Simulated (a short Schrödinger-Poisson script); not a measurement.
Structure: MOS inversion layer, SiO2 on p-type Ge(100), at 300 K.

```tsv
layer	material	thickness (nm)	Na (cm⁻³)
1	SiO2	1	-
2	Ge	670	3.8e17
```

The device is made up for the run: typed textbook-type constants, with dimensions and the other settings drawn at random. SiO2: permittivity 3.9, conduction-band edge (eV) 3.1, gap (eV) 9, electron mass (mₑ) 0.5. Ge: permittivity 16, conduction-band edge (eV) 0, gap (eV) 0.664, Nv at 300 K (cm⁻³) 6e18.

Channel valleys (confinement mass, in-plane density-of-states mass, number): L4 0.12, 0.295, 4. At the gate the conduction-band edge of layer 1 lies 3.46 eV − eVg above the Fermi level of the channel; the field vanishes at the back. Gaps are held at their typed values at every temperature. Mesh 0.03 nm at interfaces.

From a short Schrödinger-Poisson script (our own, NumPy): 1D Poisson equation in equilibrium, electrons quantum, Hartree (BenDaniel-Duke, 12 states a valley, the channel's in-plane mass for all, wave functions free to enter the dielectric), parabolic valleys, classical holes, full ionisation, no traps, pinning or gate leakage.

Only gate voltages with over 1e8 electrons/cm² are shown.

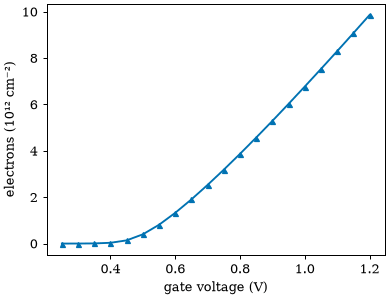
Figure. Sheet density against gate voltage

```
Vg (V)  electrons (cm⁻²)  C (μF/cm²)  L4 E0 (meV)  L4 E1 (meV)
------  ----------------  ----------  -----------  -----------
0.25              2.72e8       0.307        279.7        353.7
0.3               1.36e9       0.297        237.8        315.3
0.35              6.90e9       0.308        195.7        276.5
0.4              3.37e10       0.411        154.5        238.5
0.45             1.39e11       0.745        117.7        204.8
0.5              3.99e11        1.22         90.0        180.3
0.55             8.11e11        1.58         71.2        164.7
0.6              1.33e12        1.81         57.9        154.7
0.65             1.91e12        1.96         47.8        148.0
0.7              2.53e12        2.07         39.8        143.2
0.75             3.19e12        2.16         33.1        139.6
0.8              3.87e12        2.23         27.3        136.9
0.85             4.57e12        2.28         22.2        134.8
0.9              5.29e12        2.33         17.6        133.1
0.95             6.03e12        2.37         13.5        131.7
1                6.77e12        2.41          9.6        130.6
1.05             7.53e12        2.44          6.0        129.7
1.1              8.30e12        2.47          2.6        129.0
1.15             9.07e12        2.50         -0.6        128.4
1.2              9.86e12        2.52         -3.7        127.9
```

Subbands count from the Fermi level.

Only the L valleys are kept; under strong confinement the Δ valleys of Ge fill too.
